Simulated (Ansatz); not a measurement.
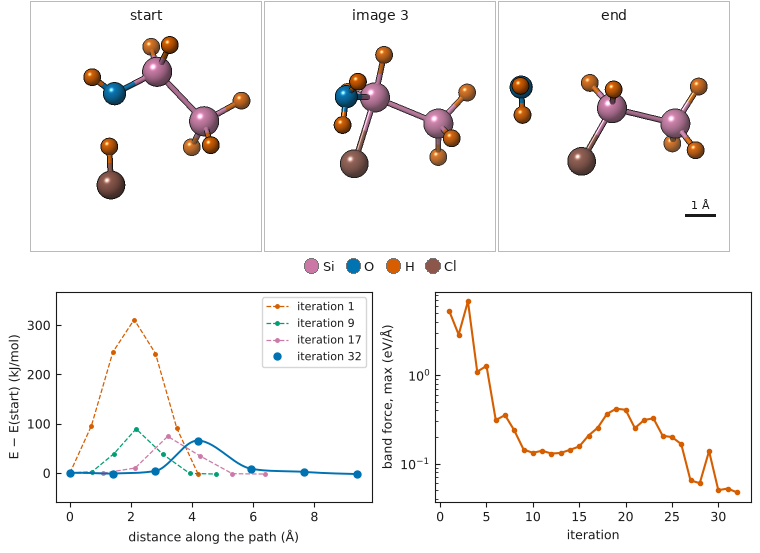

A search for the minimum-energy path of Si2H7OCl by the nudged elastic band. Images are numbered from 0 (start) to 6 (end). The plot follows the band through its iterations. Style: ball-and-stick. Shown at a tilt.

These are results of Ansatz, RKS PBE0-D4/def2-SVP, not measurements. Set-up: 5 movable images; climbing image.

**How did the profile develop, and is the result final?**

The run is converged, with reservations. The band converged in 32 iterations. The largest component of the band force went from 5.2 to 0.047 eV/Å. The climbing image converged on the top of the path. Its curvatures weren't checked. The largest force component is 0.42 eV/Å at the start and 0.27 eV/Å at the end; an end with forces this large is no minimum, and the barrier measured from it can be far off. The first iteration put the highest image at 311.4 kJ/mol. Forward barrier 65.8 kJ/mol, backward barrier 67.9 kJ/mol, with image 3 at the top; the reaction energy is −2.1 kJ/mol.

The run took about 16 core-minutes on a shared host.
